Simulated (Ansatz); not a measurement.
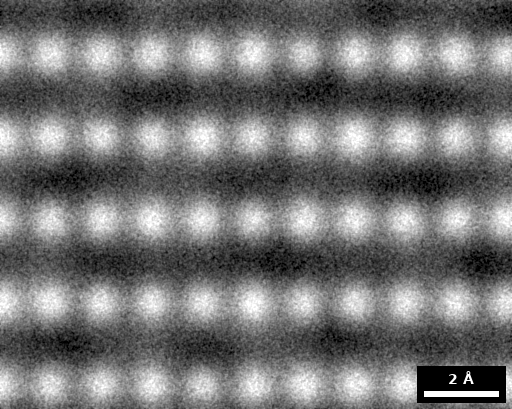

Integrated-DPC-like image of Pt (Fm-3m, No. 225). Simulated as the projected potential of neutral atoms (B = 0.8 Å²) blurred by a 0.69 Å probe, the thin-sample limit of integrated differential phase contrast. The display is stretched by a gamma of 0.65; percentages refer to the linear signal. Shot noise and the speckle of an amorphous layer were added. Structure: the geometry given to an electronic-structure calculation, possibly off equilibrium.

```yaml
crystal:
  lattice:
    - [3.92000, 0.00000, 0.00000]
    - [0.00000, 3.92000, 0.00000]
    - [0.00000, 0.00000, 3.92000]
  atoms:
    - { symbol: Pt, position: [0.00000, 0.00000, 0.00000] }
    - { symbol: Pt, position: [0.00000, 0.50000, 0.50000] }
    - { symbol: Pt, position: [0.50000, 0.00000, 0.50000] }
    - { symbol: Pt, position: [0.50000, 0.50000, 0.00000] }
```

> Along which zone axis is the crystal seen: [211], [111], [210] or [110]? (Directions equivalent by symmetry count as one.)

[211]. The projected cells are 1.39 × 2.26 Å, 90° for [211]; 1.60 × 1.60 Å, 120° for [111]; 0.88 × 1.96 Å, 90° for [210]; 2.40 × 2.40 Å, 109° for [110], and the image repeats as the [211] one does.
